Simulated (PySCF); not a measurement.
## Electronic structure of BO (charge +1) in real space

```xyz
2

B     0.0000    0.0000   -0.7037
O     0.0000    0.0000    0.4843
```

These are results of PySCF, PBE0/def2-SVPD, non-relativistic Hamiltonian with scalar-relativistic core potentials where named, at a bond length of 1.188 Å, not measurements.

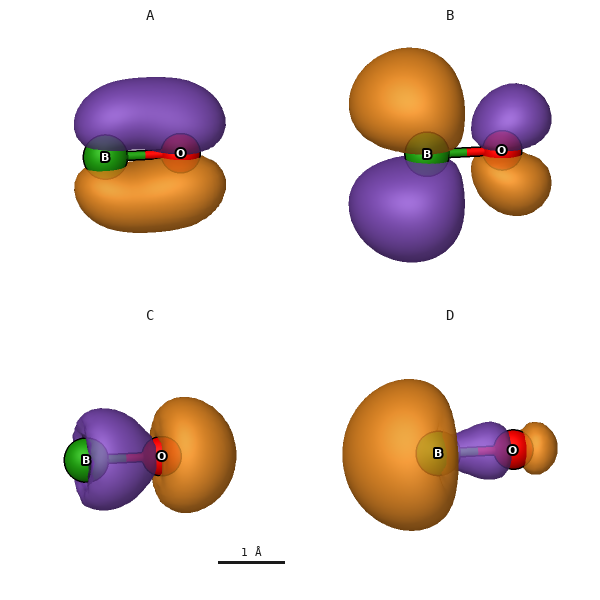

Figure 1. Four frontier orbitals, each drawn at the value that holds 80 % of its norm (orange and purple are the two phases), in no order; of a degenerate pair one member is drawn.

Q: Name the orbitals and rank them from lowest to highest energy.

A: Orbital C: σ, occupied, −21.51 eV; mainly on O (80 %).
Orbital A: π, occupied, −20.03 eV; mainly on O (70 %).
Orbital D: σ, empty, −16.01 eV; mainly on B (90 %).
Orbital B: π, empty, −8.97 eV; mainly on B (70 %).

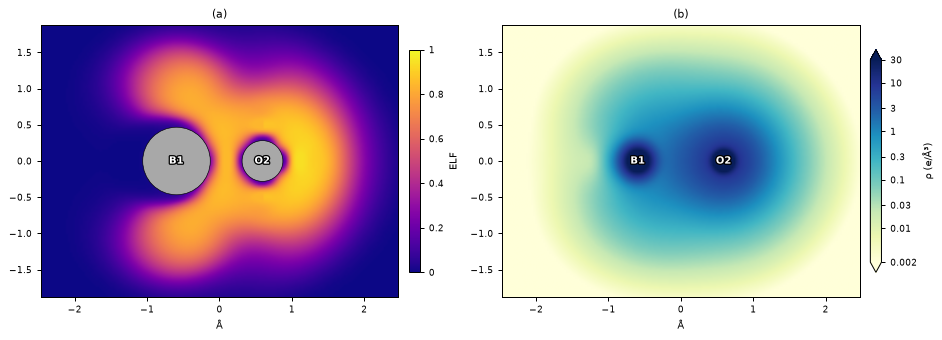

Figure 2. (a) electron localisation function; (b) electron density on a plane that holds the molecular axis. Grey discs cover the atomic cores in the ELF map.

Q: What do the fields say about this system?

A: The section cuts through B and O sites. B–O (1.19 Å): ρ is about 2.9 e/Å³ halfway; the ELF peaks at about 0.85 between the atoms (a polar covalent bond). The ELF also peaks beside B1 and O2, away from the bonds: lone-pair regions.

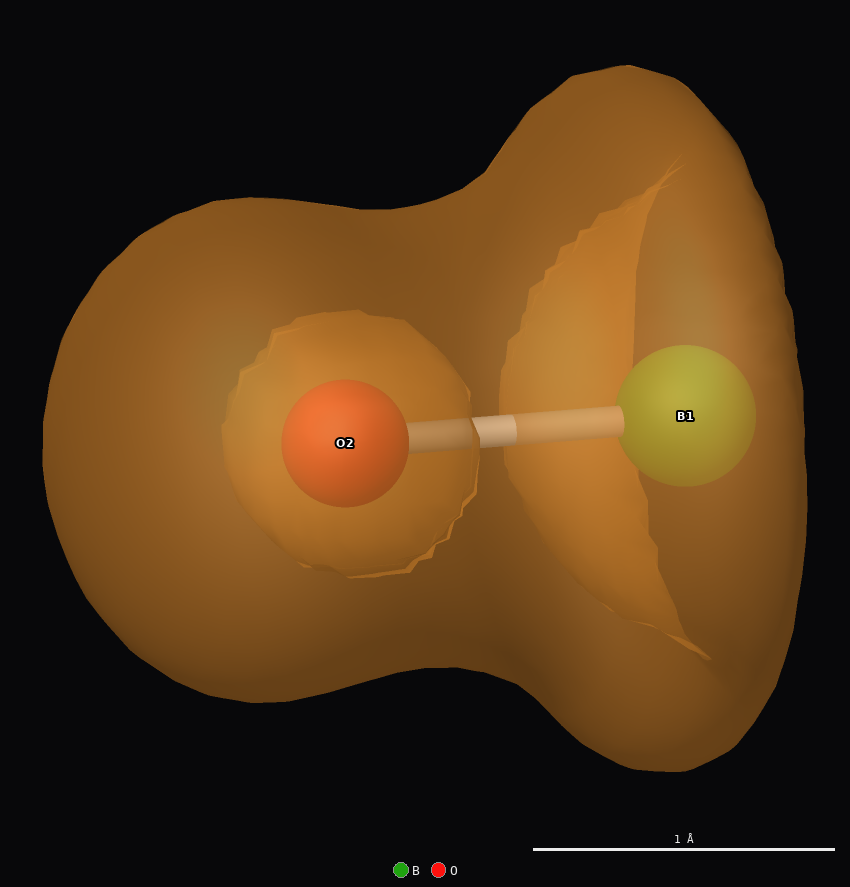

Figure 3. Isosurface of the electron localisation function at 0.75 (orange), seen from one side. Core shells and regions of very low density are left out.

Q: Identify the bonds, lone pairs and shells in this picture.

A: At this value the surface marks out one region between bonded B–O atoms (shared pairs).
